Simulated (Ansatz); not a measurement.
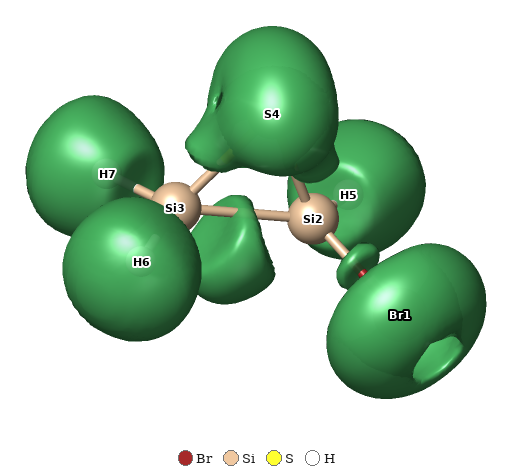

*BrH₃SSi₂. Isosurface of the ELF at 0.8 (green), seen at an oblique angle. Only the valence region is drawn (cores and ρ < 0.01 e/Å³ removed).*

Level of theory: RKS B3LYP-D4/def2-SVP in Ansatz 0.2.0.

```xyz
7

Br   -2.6701    1.0268   -0.2511
Si   -0.6123    0.3435   -0.7994
Si    0.8944   -0.2116    0.7843
S    -0.1386   -1.7290   -0.4205
H    -0.3077    0.8355   -2.1636
H     0.5306   -0.1949    2.2246
H     2.3652   -0.1383    0.5800
```

Q: What do the ELF domains correspond to?

A: The surface consists of one region between bonded Br–Si atoms (shared pairs), three regions around hydrogen nuclei, one region on S in which the atom's valence shell and bonds are merged, one region on Si in which the atom's valence shell and bonds are merged and one ring or bowl of non-bonding electrons around Br.

Values along the shortest contacts:
Si–S (2.16 Å): the ELF peaks at about 0.85 between the atoms (a shared electron pair). Si–Br (2.24 Å): the ELF peaks at about 0.85 between the atoms; a polar covalent bond.
